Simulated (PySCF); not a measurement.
Input file:

```
{"job": {"kind": "epr"}, "charge": 0, "multiplicity": 3}
Si    -0.816943    -0.246033    -1.910987
O      0.778584     0.170208    -1.739688
Si     2.005551     0.489514    -0.665475
O     -1.745352    -0.437642    -0.552048
Si    -1.810888    -0.439633     1.107590
H      3.240009     0.774109    -1.446766
H      1.652589     1.670253     0.180350
H      2.226302    -0.688602     0.227867
H     -0.853477    -1.446477     1.658921
H     -1.442526     0.908598     1.636896
H     -3.201230    -0.782763     1.513647
```

Run with:

```sh
OMP_NUM_THREADS=1 python cluster_run.py task.json out
```

Geometry: PBE0-D3(BJ)/def2-SVP.

These are results of UKS B3LYP, IGLO-III on O Si, pcH-1 on H, non-relativistic, mean-field spin-orbit, GIAO (PySCF), not measurements.

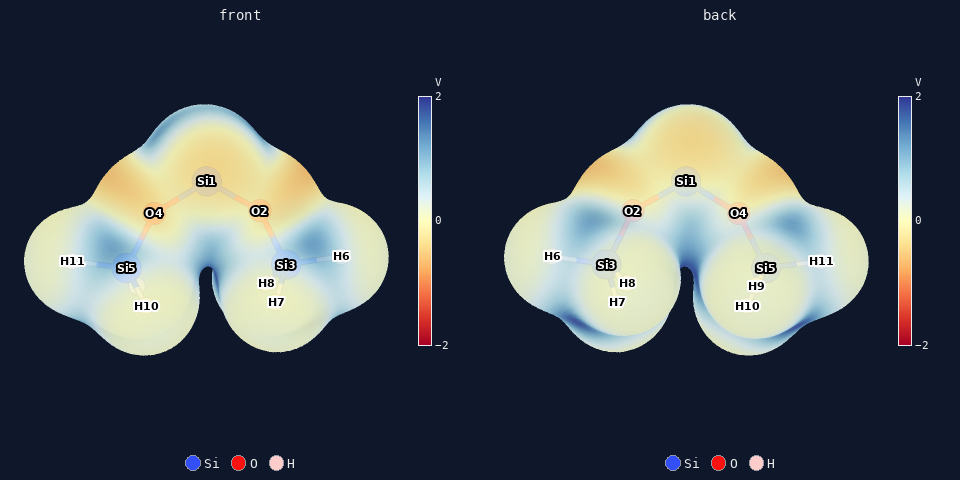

H6O2Si3 (triplet). The molecular electrostatic potential painted on the density surface at 0.002 e/bohr³, seen from the front and from behind; red is negative and blue positive.

> Where is the surface potential most negative and most positive?

The most negative region (about −0.5 V) lies over O2 and O4, the most positive (about +1.8 V) over Si3 and Si5.
